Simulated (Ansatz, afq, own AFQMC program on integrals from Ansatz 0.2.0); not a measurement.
# BN (triplet): quantum Monte Carlo beside coupled cluster at distance B1–N2 = 2.835 Å, 6-31G, part 2 of 2

Ansatz 0.2.0, Gaussian basis, and an in-house AFQMC program (afq) on its integrals; all values are calculated; 6-31G, frozen cores. The steps go on from the part before.

## 13. CCSDTQ on UHF

in.yaml reads:

```yaml
crystal:
  periodic: [false, false, false]
  atoms:
    - {symbol: B, position_ang: [0.000000, 0.000000, 0.000000]}
    - {symbol: N, position_ang: [0.000000, 0.000000, 2.835000]}
basis:
  gaussian: {orbitals: 6-31G}
magnetization: {spin_polarized: true, initial_magnetization: 2}
correlation: {method: ccsdtq, electrons: outside_noble_gas}
```

Launch:

```
ansatz run in.yaml --threads 1 --pin off --events-out ev --progress --plain --max-ram 16896MiB --backend cuda --devices 0, --max-vram 18GiB
```

Output, cut to the lines that bear on the results:

```text
Functional definition: HF
  name "HF"
  cite "Fock, Z. Phys. 61, 126 (1930) doi:10.1007/BF01340294"
  parent pbe
[...]
397 factors; integrals over basis functions are off by at most 7.0e-8 eV
[...]
mean field -2147.06004657 eV, -78.9030013819 hartree, gradient 3.1e-6 eV, S^2 2.932171; 14 other end points of the search recorded, 0 dependent functions left out
determinant -2147.06004657 eV, -78.9030013819 hartree, with singles and doubles -2149.27062555 eV, -78.9842386610 hartree
determinant -2147.04852620 eV, -78.9025780159 hartree, with singles and doubles -2149.15156715 eV, -78.9798633456 hartree
determinant -2145.19842821 eV, -78.8345881689 hartree, with singles and doubles -2148.46709699 eV, -78.9547095309 hartree
determinant -2145.09372357 eV, -78.8307403445 hartree, with singles and doubles -2147.98742282 eV, -78.9370818305 hartree
[...]
determinant -2144.75747522 eV, -78.8183834456 hartree, with singles and doubles -2146.29613387 eV, -78.8749281080 hartree
determinant -2147.06004657 eV, -78.9030013819 hartree, with singles and doubles -2149.31235143 eV, -78.9857720588 hartree
determinant -2147.04852620 eV, -78.9025780159 hartree, with singles and doubles -2149.15184101 eV, -78.9798734097 hartree
determinant -2144.10153476 eV, -78.7942780781 hartree, with singles and doubles -2148.48355510 eV, -78.9553143555 hartree
2 core orbitals not correlated: weight in the atoms' cores, before any rotation towards them, 1.000 or more for the frozen orbitals, at most 0.000 for the correlated occupied ones
reference -2147.06004657 eV, -78.9030013819 hartree; 5, 3 occupied and 11, 13 virtual orbitals, 397 factors
second order -1.42547503 eV of doubles, -0.00000000 eV of singles
cycle   1  -1.84946432 eV  change   -4.2e-1 eV  update   7.0e-2
[...]
cycle  13  -2.35052563 eV  change   -2.3e-8 eV  update   7.2e-7
Total energy: -2149.41057220 eV, -78.9893816057 hartree
```

Run time: 27 s. Hardware: 1 × NVIDIA H100 80GB HBM3 with 1 thread of AMD EPYC 7R13 (Zen 3), shared host.

From the report: ⟨S²⟩ of the determinant 2.932 (pure triplet: 2.00); correlation -2.3505 eV; T1 0.055; largest double amplitude 0.32. The determinant is far from a pure spin state, so its energy mixes those of several spin states (harmless only where they are near-degenerate, as at dissociation).

## 14. Phaseless AFQMC, CISD trial on UHF

It reads the integrals that the CCSD(T) run on this determinant wrote.

Launch:

```
afq ham --method phaseless --trial cisd --walkers 4000 --populations 20 --least-time 60 --time-step 0.005 --steps-per-block 50 --equilibration-blocks 40 --max-blocks 4000 --target-error 0.00034 --factor-cut 1e-05 --start spin_pure --seed 8266 --release-times 0.24,0.51,0.99,1.62,2.4 --release-step 0.03 --release-every 3 --taylor-order 6
```

Output:

```text
orbitals 16  electrons 5 3  factors 82 of 258
reference energy -78.90300050 Eh
CCSD correlation -0.08277072 Eh in 21 cycles, weight of the determinant in the CISD state 0.8570
energy of the start -78.972824 Eh
 block  time / (1/Eh)  mean weight  energy / Eh
     1     0.250  1.0002  -78.977189
     2     0.500  1.0001  -78.980385
     3     0.750  1.0000  -78.982410
     4     1.000  0.9999  -78.984238
     5     1.250  0.9999  -78.985617
     6     1.500  0.9999  -78.986338
     7     1.750  1.0001  -78.986932
     8     2.000  1.0001  -78.987627
     9     2.250  0.9999  -78.987770
    10     2.500  1.0001  -78.988210
    11     2.750  1.0000  -78.988479
    13     3.250  1.0000  -78.988608
    15     3.750  1.0000  -78.989257
    17     4.250  1.0000  -78.989408
    19     4.750  1.0001  -78.988955
    21     5.250  0.9997  -78.989008
    23     5.750  1.0000  -78.988981
    25     6.250  0.9999  -78.989384
    27     6.750  0.9999  -78.989533
    29     7.250  1.0003  -78.989807
    31     7.750  1.0002  -78.988988
    33     8.250  0.9998  -78.989051
    35     8.750  1.0000  -78.989026
    37     9.250  1.0001  -78.989091
    39     9.750  1.0002  -78.989032
    41    10.250  1.0002  -78.988694
    43    10.750  0.9998  -78.989350
    45    11.250  0.9999  -78.988921
    47    11.750  1.0001  -78.989800
    49    12.250  1.0001  -78.989508
    51    12.750  1.0002  -78.989439
    53    13.250  1.0002  -78.989373
    55    13.750  1.0001  -78.989089
    57    14.250  1.0000  -78.988844
    59    14.750  0.9998  -78.988741
    61    15.250  1.0001  -78.988851
    63    15.750  0.9999  -78.988947
    65    16.250  0.9998  -78.988910
    67    16.750  1.0001  -78.988825
    69    17.250  1.0000  -78.988955
    71    17.750  0.9998  -78.989037
    73    18.250  0.9994  -78.989089
    75    18.750  1.0000  -78.989619
    77    19.250  0.9999  -78.988970
    79    19.750  1.0001  -78.988864
    81    20.250  1.0000  -78.989168
    83    20.750  1.0000  -78.989001
    85    21.250  1.0002  -78.988539
    87    21.750  0.9998  -78.989045
    89    22.250  0.9998  -78.989253
error from the spread of 20 populations
released: time / (1/Eh)  energy / Eh  error  mean overlap
  0.24  -78.989197  0.000106  1.0006
  0.51  -78.989198  0.000111  1.0009
  0.99  -78.989277  0.000093  1.0027
  1.62  -78.989397  0.000108  1.0042
  2.40  -78.989693  0.000108  0.9994
energy -78.989032 +/- 0.000122 Eh
```

Wall time 34 s (1 × NVIDIA H100 80GB HBM3 with 2 threads of AMD EPYC 7R13 (Zen 3), shared host).

Energy -2149.4011 ± 0.0033 eV. Caveats: constraint bias not in the error.

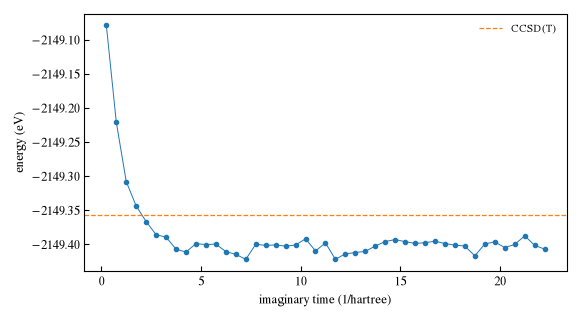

Block energies along the walk.

## 15. CCSD(T) on ROHF

in.yaml reads:

```yaml
crystal:
  periodic: [false, false, false]
  atoms:
    - {symbol: B, position_ang: [0.000000, 0.000000, 0.000000]}
    - {symbol: N, position_ang: [0.000000, 0.000000, 2.835000]}
basis:
  gaussian: {orbitals: 6-31G}
magnetization: {spin_polarized: false, initial_magnetization: 2}
correlation: {method: ccsd_t, electrons: outside_noble_gas, hamiltonian_folder: ham}
```

Launch:

```
ansatz run in.yaml --threads 1 --pin off --events-out ev --progress --plain --max-ram 16896MiB --backend cuda --devices 0, --max-vram 18GiB
```

Output, cut to the lines that bear on the results:

```text
Functional definition: HF
  name "HF"
  cite "Fock, Z. Phys. 61, 126 (1930) doi:10.1007/BF01340294"
  parent pbe
[...]
258 factors; integrals over basis functions are off by at most 2.1e-4 eV
[...]
mean field -2144.13158942 eV, -78.7953825665 hartree, gradient 1.8e-6 eV, S^2 2.000000; 22 other end points of the search recorded, 0 dependent functions left out
[...]
determinant -2144.13158942 eV, -78.7953825665 hartree, with singles and doubles -2148.80241003 eV, -78.9670320581 hartree
determinant -2143.52754087 eV, -78.7731841919 hartree, with singles and doubles -2146.59361374 eV, -78.8858602916 hartree
determinant -2143.24275487 eV, -78.7627184992 hartree, with singles and doubles -2145.98797209 eV, -78.8636033713 hartree
determinant -2143.21414570 eV, -78.7616671319 hartree, with singles and doubles -2146.10452181 eV, -78.8678864948 hartree
[...]
determinant -2143.42900705 eV, -78.7695631406 hartree, with singles and doubles -2149.18328216 eV, -78.9810288505 hartree
determinant -2143.42900705 eV, -78.7695631406 hartree, with singles and doubles -2149.25107687 eV, -78.9835202604 hartree
unrestricted determinant -2147.06002262 eV, -78.9030005017 hartree, S^2 2.9322
2 core orbitals not correlated: weight in the atoms' cores, before any rotation towards them, 1.000 or more for the frozen orbitals, at most 0.000 for the correlated occupied ones
reference -2144.13158942 eV, -78.7953825665 hartree; 5, 3 occupied and 11, 13 virtual orbitals, 258 factors
second order -3.21726380 eV of doubles, -0.06666175 eV of singles
cycle   1  -3.63823387 eV  change   -8.2e-1 eV  update   1.4e-1
[...]
cycle  24  -5.11890445 eV  change    3.5e-6 eV  update   1.6e-6
perturbative correction -0.13307652 eV, -0.0048904720 hartree
WARN: these amplitudes may be one of several solutions (largest doubles amplitude 0.33, level shift 2.97 eV)
Total energy: -2149.38357039 eV, -78.9883893074 hartree
```

Wall time 40 s (1 × NVIDIA H100 80GB HBM3 with 1 thread of AMD EPYC 7R13 (Zen 3), shared host).

From the report: correlation -5.2520 eV; T1 0.153; largest double amplitude 0.33. The report flags that the cluster equations may have other roots.

This run also writes the integrals to the folder ham.

## 16. Full CI

in.yaml reads:

```yaml
hamiltonian:
  integrals:
    folder: ../ham
correlation: {method: fci}
```

The command is unchanged.

Output:

```text
Functional definition: HF
  name "HF"
  cite "Fock, Z. Phys. 61, 126 (1930) doi:10.1007/BF01340294"
  parent pbe
  exchange = exact_x
  correlation = 0
reference -2144.13158942 eV, -78.7953825665 hartree; 5, 3 occupied and 11, 13 virtual orbitals, 258 factors
state -2149.40967936 eV, -78.9893487944 hartree
Total energy: -2149.40967936 eV, -78.9893487944 hartree
```

It took 34 s on 1 × NVIDIA H100 80GB HBM3 with 1 thread of AMD EPYC 7R13 (Zen 3), shared host.

From the report: 612,960 determinants.

## 17. CCSDT(Q) on ROHF

in.yaml reads:

```yaml
crystal:
  periodic: [false, false, false]
  atoms:
    - {symbol: B, position_ang: [0.000000, 0.000000, 0.000000]}
    - {symbol: N, position_ang: [0.000000, 0.000000, 2.835000]}
basis:
  gaussian: {orbitals: 6-31G}
magnetization: {spin_polarized: false, initial_magnetization: 2}
correlation: {method: ccsdt_q, electrons: outside_noble_gas}
```

The command is unchanged.

Output, cut to the lines that bear on the results:

```text
Functional definition: HF
  name "HF"
  cite "Fock, Z. Phys. 61, 126 (1930) doi:10.1007/BF01340294"
  parent pbe
[...]
397 factors; integrals over basis functions are off by at most 7.0e-8 eV
[...]
mean field -2144.13159993 eV, -78.7953829528 hartree, gradient 1.8e-6 eV, S^2 2.000000; 22 other end points of the search recorded, 0 dependent functions left out
[...]
determinant -2144.13159993 eV, -78.7953829528 hartree, with singles and doubles -2148.80242038 eV, -78.9670324382 hartree
determinant -2143.52759549 eV, -78.7731861991 hartree, with singles and doubles -2146.59367621 eV, -78.8858625871 hartree
determinant -2143.24281598 eV, -78.7627207452 hartree, with singles and doubles -2145.98804280 eV, -78.8636059699 hartree
determinant -2143.21420935 eV, -78.7616694707 hartree, with singles and doubles -2146.10459217 eV, -78.8678890803 hartree
[...]
determinant -2143.42901356 eV, -78.7695633800 hartree, with singles and doubles -2149.18328301 eV, -78.9810288819 hartree
determinant -2143.42901356 eV, -78.7695633800 hartree, with singles and doubles -2149.25109170 eV, -78.9835208051 hartree
unrestricted determinant -2147.06004657 eV, -78.9030013819 hartree, S^2 2.9322
2 core orbitals not correlated: weight in the atoms' cores, before any rotation towards them, 1.000 or more for the frozen orbitals, at most 0.000 for the correlated occupied ones
reference -2144.13159993 eV, -78.7953829528 hartree; 5, 3 occupied and 11, 13 virtual orbitals, 397 factors
second order -3.21728723 eV of doubles, -0.06666010 eV of singles
cycle   1  -3.63823544 eV  change   -8.2e-1 eV  update   1.4e-1
[...]
cycle  41  -5.27080532 eV  change   -8.3e-8 eV  update   2.5e-7
perturbative correction -0.00791459 eV, -0.0002908557 hartree
WARN: these amplitudes may be one of several solutions (largest doubles amplitude 0.43, level shift 2.97 eV)
Total energy: -2149.41031984 eV, -78.9893723314 hartree
```

Wall time 19 s (1 × NVIDIA H100 80GB HBM3 with 1 thread of AMD EPYC 7R13 (Zen 3), shared host).

From the report: correlation -5.2787 eV; T1 0.117; largest double amplitude 0.43. The report flags that the cluster equations may have other roots.

## 18. CCSDTQ on ROHF

Changes to in.yaml since step 17:

```diff
@@ -8,2 +8,2 @@
 magnetization: {spin_polarized: false, initial_magnetization: 2}
-correlation: {method: ccsdt_q, electrons: outside_noble_gas}
+correlation: {method: ccsdtq, electrons: outside_noble_gas}
```

Launched as before.

Output, cut to the lines that bear on the results:

```text
Functional definition: HF
  name "HF"
  cite "Fock, Z. Phys. 61, 126 (1930) doi:10.1007/BF01340294"
  parent pbe
[...]
397 factors; integrals over basis functions are off by at most 7.0e-8 eV
[...]
mean field -2144.13159993 eV, -78.7953829528 hartree, gradient 1.8e-6 eV, S^2 2.000000; 22 other end points of the search recorded, 0 dependent functions left out
[...]
determinant -2144.13159993 eV, -78.7953829528 hartree, with singles and doubles -2148.80242038 eV, -78.9670324382 hartree
determinant -2143.52759549 eV, -78.7731861991 hartree, with singles and doubles -2146.59367621 eV, -78.8858625871 hartree
determinant -2143.24281598 eV, -78.7627207452 hartree, with singles and doubles -2145.98804280 eV, -78.8636059699 hartree
determinant -2143.21420935 eV, -78.7616694707 hartree, with singles and doubles -2146.10459217 eV, -78.8678890803 hartree
[...]
determinant -2144.13159993 eV, -78.7953829528 hartree, with singles and doubles -2149.25051561 eV, -78.9834996344 hartree
determinant -2143.42901356 eV, -78.7695633800 hartree, with singles and doubles -2149.18328301 eV, -78.9810288819 hartree
determinant -2143.42901356 eV, -78.7695633800 hartree, with singles and doubles -2149.25109170 eV, -78.9835208051 hartree
unrestricted determinant -2147.06004657 eV, -78.9030013819 hartree, S^2 2.9322
2 core orbitals not correlated: weight in the atoms' cores, before any rotation towards them, 1.000 or more for the frozen orbitals, at most 0.000 for the correlated occupied ones
reference -2144.13159993 eV, -78.7953829528 hartree; 5, 3 occupied and 11, 13 virtual orbitals, 397 factors
second order -3.21728723 eV of doubles, -0.06666010 eV of singles
cycle   1  -3.63823408 eV  change   -8.2e-1 eV  update   1.4e-1
[...]
cycle  45  -5.27780717 eV  change   -3.7e-7 eV  update   5.3e-7
WARN: these amplitudes may be one of several solutions (largest doubles amplitude 0.43, level shift 2.97 eV)
Total energy: -2149.40940710 eV, -78.9893387889 hartree
```

Run time: 29 s. Hardware: 1 × NVIDIA H100 80GB HBM3 with 1 thread of AMD EPYC 7R13 (Zen 3), shared host.

From the report: correlation -5.2778 eV; T1 0.116; largest double amplitude 0.43. The report flags that the cluster equations may have other roots.

## 19. Phaseless AFQMC, CISD trial on ROHF

It reads the integrals that the CCSD(T) run on this determinant wrote.

Launch:

```
afq ham --method phaseless --trial cisd --walkers 4000 --populations 20 --least-time 60 --time-step 0.005 --steps-per-block 50 --equilibration-blocks 40 --max-blocks 4000 --target-error 0.00034 --factor-cut 1e-05 --start spin_pure --seed 8266 --release-times 0.24,0.51,0.99,1.62,2.4 --release-step 0.03 --release-every 3 --taylor-order 6
```

Output:

```text
orbitals 16  electrons 5 3  factors 82 of 258
reference energy -78.79538257 Eh
CCSD correlation -0.18811628 Eh in 21 cycles, weight of the determinant in the CISD state 0.5764
energy of the start -78.983500 Eh
 block  time / (1/Eh)  mean weight  energy / Eh
     1     0.250  1.0000  -78.980962
     2     0.500  1.0000  -78.980523
     3     0.750  1.0000  -78.980563
     4     1.000  0.9999  -78.981105
     5     1.250  0.9999  -78.981848
     6     1.500  0.9999  -78.982044
     7     1.750  1.0001  -78.982778
     8     2.000  1.0002  -78.982594
     9     2.250  0.9997  -78.982642
    10     2.500  1.0000  -78.982837
    11     2.750  0.9998  -78.983806
    13     3.250  1.0000  -78.984596
    15     3.750  1.0000  -78.986183
    17     4.250  1.0001  -78.986489
    19     4.750  1.0000  -78.985205
    21     5.250  0.9999  -78.984709
    23     5.750  1.0001  -78.985709
    25     6.250  0.9998  -78.986551
    27     6.750  0.9999  -78.986191
    29     7.250  1.0001  -78.985928
    31     7.750  0.9999  -78.985899
    33     8.250  0.9998  -78.985243
    35     8.750  0.9999  -78.986084
    37     9.250  1.0000  -78.987080
    39     9.750  1.0000  -78.986599
    41    10.250  1.0000  -78.986605
    43    10.750  0.9999  -78.985591
    45    11.250  1.0001  -78.986001
    47    11.750  1.0000  -78.987144
    49    12.250  0.9998  -78.986650
    51    12.750  1.0003  -78.985995
    53    13.250  1.0000  -78.985892
    55    13.750  1.0000  -78.985617
    57    14.250  1.0001  -78.985839
    59    14.750  0.9998  -78.987573
    61    15.250  0.9997  -78.985260
    63    15.750  1.0000  -78.985070
    65    16.250  1.0000  -78.985182
    67    16.750  0.9999  -78.986413
    69    17.250  1.0000  -78.984328
    71    17.750  0.9998  -78.986295
    73    18.250  0.9999  -78.985964
    75    18.750  0.9998  -78.985507
    77    19.250  1.0000  -78.986085
    79    19.750  1.0002  -78.983928
    81    20.250  0.9995  -78.984120
    83    20.750  1.0001  -78.986009
    85    21.250  1.0002  -78.991228
    87    21.750  0.9999  -78.985520
    89    22.250  1.0002  -78.985405
error from the spread of 20 populations
released: time / (1/Eh)  energy / Eh  error  mean overlap
  0.24  -78.986106  0.000178  1.0021
  0.51  -78.986130  0.000245  1.0038
  0.99  -78.986863  0.000232  1.0042
  1.62  -78.987228  0.000185  1.0047
  2.40  -78.987903  0.000262  0.9994
energy -78.985891 +/- 0.000181 Eh
```

It took 19 s on 1 × NVIDIA H100 80GB HBM3 with 2 threads of AMD EPYC 7R13 (Zen 3), shared host.

Energy -2149.3156 ± 0.0049 eV. Caveats: constraint bias not in the error; other roots.

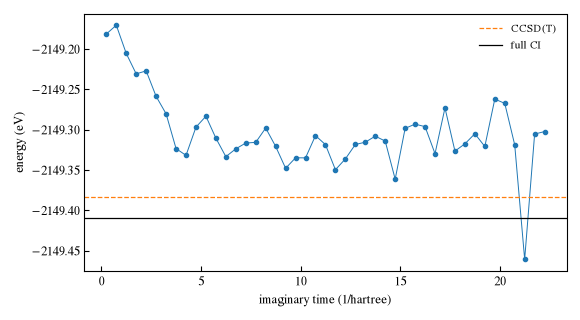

Block energies along the walk.

## 20. All levels side by side

The full CI on restricted orbitals is not used as the yardstick for these unrestricted rows.

On the UHF determinant, counted from CCSDTQ (a yardstick, not exact):

```csv
level,energy (eV),from CCSDTQ (meV),statistical error (meV),time
HF,-2147.0600,+2350.5,,
MP2,-2148.4855,+925.1,,
CCSD,-2149.3123,+98.2,,
CCSD(T),-2149.3564,+54.2,,
CCSDT(Q),-2149.4109,-0.3,,
CCSDTQ,-2149.4106,0.0,,
"Phaseless AFQMC, CISD trial, step 0.005, 4000 walkers",-2149.4011,+9.5,3.3,34 s
```

On the ROHF determinant, counted from full CI (exact for this spin and basis):

```csv
level,energy (eV),from full CI (meV),statistical error (meV),time
HF,-2144.1316,+5278.0,,
MP2,-2147.4155,+1994.1,,
CCSD,-2149.2505,+159.1,,
CCSD(T),-2149.3836,+26.0,,
CCSDT(Q),-2149.4103,-0.7,,
CCSDTQ,-2149.4094,+0.2,,
full CI,-2149.4096,0.0,,
"Phaseless AFQMC, CISD trial, step 0.005, 4000 walkers",-2149.3156,+94.0,4.9,19 s
```

The functionals' totals stand on their own zeros and serve differences with other points: PBE -2153.326 eV; r2SCAN -2155.156 eV; PBE0 -2153.666 eV; B3LYP -2156.536 eV; wB97M-V -2155.725 eV; B2PLYP -2153.899 eV.

## 21. Outcome

What follows sums up all 2 parts.

| quantity | value |
| --- | --- |
| CCSD(T) on UHF from CCSDTQ | +54.2 meV |
| Phaseless AFQMC, CISD trial on UHF from CCSDTQ | +9.5 ± 3.3 meV |
| CCSD(T) on ROHF from full CI | +26.0 meV |
| Phaseless AFQMC, CISD trial on ROHF from full CI | +94.0 ± 4.9 meV |

**Reading.** On UHF the phaseless walk with the CISD trial lies +9.5 meV from CCSDTQ, within three error bars. On ROHF the phaseless walk with the CISD trial lies +94.0 meV from full CI, 19 times its error bar: mostly the bias of the constraint. Error bars are statistical and leave out the constraint, the time step and what remains of the start.
